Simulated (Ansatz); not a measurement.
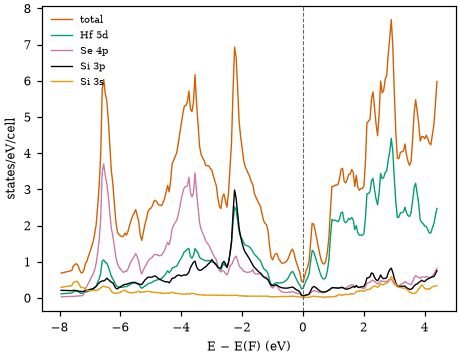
Total and projected density of states of HfSiSe in space group P4/nmm (No. 129; Hf on 2c, Si on 2a, Se on 2c), plane-wave PAW LDA (Ansatz code)

Task: Which orbitals carry the states next to the Fermi level?

Result: Within 0.5 eV of the Fermi level: Hf 5d 59 %, Si 3p 18 %, Se 4p 12 %, outside the projected shells 6 %. Projections are on Löwdin-orthogonalised atomic valence shells; empty p or d shells of many metals are not among them.

Task: Where is the tallest occupied peak in this window, and what makes it?

Result: Near -2.2 eV, about 6.9 states/eV per cell; the largest projected share is Si 3p.

The first step of the workflow began from a Materials Project structure, measured or hypothetical; the Crystallography Open Database files this formula in space group No. 129, but the cells were not matched. Whether it is the stable phase at ambient conditions was not checked. The LDA relaxation kept the symmetry of its start; of distortions, only those at the zone centre were tested. The run is not spin-polarised. Scalar-relativistic: spin–orbit coupling is off unless named, which matters more the heavier the elements.

Potentials: the later of the program's two PAW sets.
